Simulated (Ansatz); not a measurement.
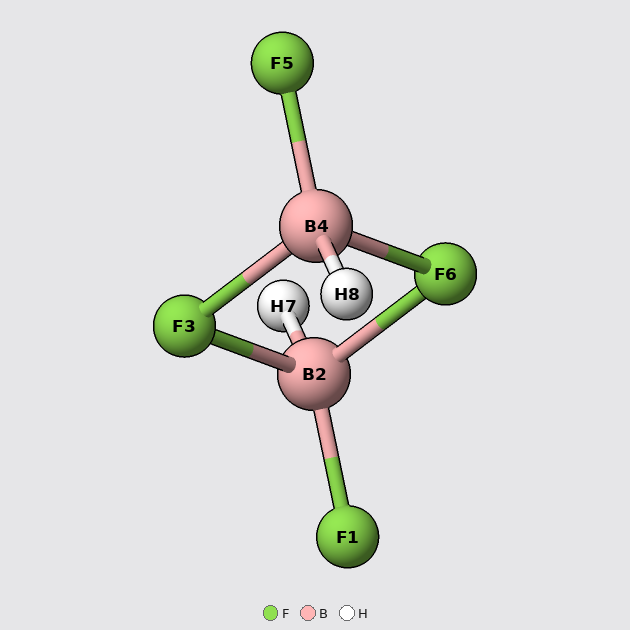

Harmonic vibrations computed with RKS PBE0-D4/def2-TZVP (Ansatz 0.2.0) at a stationary point of the same level.

Q: Minimum or transition state?

A: A minimum: no imaginary frequency, and the lowest mode lies at 82 cm⁻¹.

Q: How many vibrational modes are there, and where do they lie?

A: 18 modes: 82, 241, 266, 350, 423, 537, 625, 697, 738, 813, 991, 1079, 1079, 1089, 1296, 1325, 2715, 2715 cm⁻¹.
